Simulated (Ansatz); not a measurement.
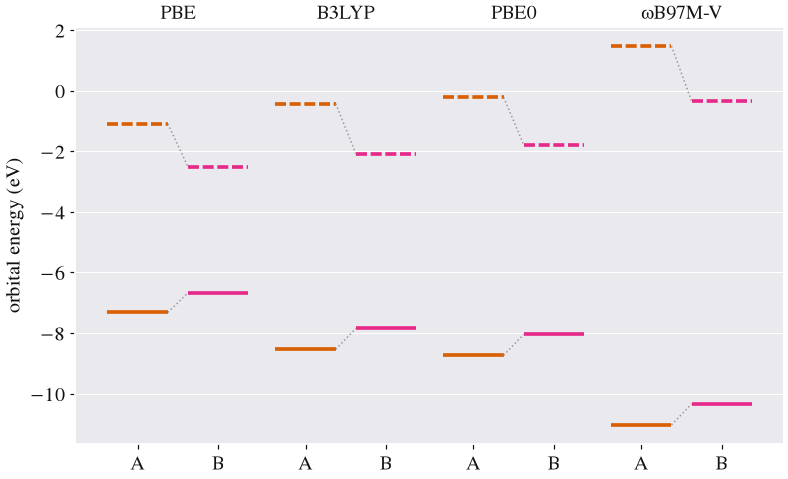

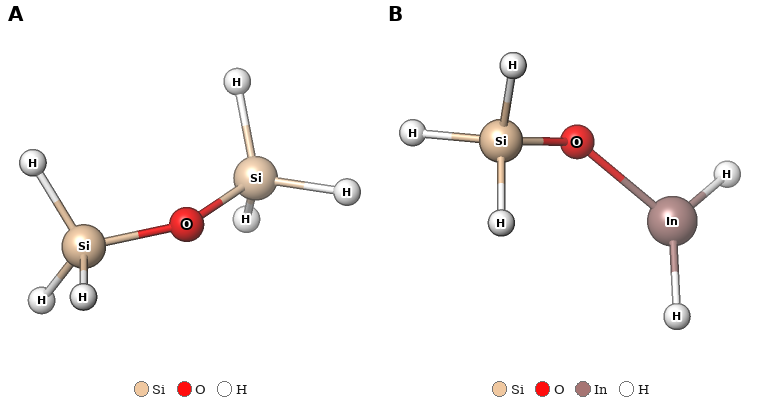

One change: A, Si₂H₆O (SMILES [SiH3]O[SiH3]), becomes B, InSiH₅O (SMILES [SiH3][O][InH2]). SiH₃ on O is replaced by InH₂. HOMO (solid) and LUMO (dashed) computed in def2-TZVPP at PBE0-D4/def2-TZVP geometries, both minima by their frequencies, gas phase, the Ansatz code. Empty levels above zero depend strongly on the basis.

What does the change do to HOMO and LUMO?

PBE: the HOMO rises by 0.65 eV, the LUMO falls by 1.42 eV, and the separation goes from 6.22 to 4.15 eV. B3LYP: the HOMO rises by 0.69 eV, the LUMO falls by 1.66 eV, and the separation goes from 8.11 to 5.76 eV. PBE0: the HOMO rises by 0.69 eV, the LUMO falls by 1.57 eV, and the separation goes from 8.52 to 6.26 eV. ωB97M-V: the HOMO rises by 0.69 eV, the LUMO falls by 1.82 eV, and the separation goes from 12.51 to 9.99 eV.

Do the functionals agree on the effect?

They agree on the direction for both levels; the HOMO shift lies between 0.65 and 0.69 eV and the LUMO shift between −1.82 and −1.42 eV, while the separations themselves differ by up to 6.3 eV between functionals.

Known limits of this run: core potentials past krypton; spin-orbit coupling is left out, and with In it can shift these values.
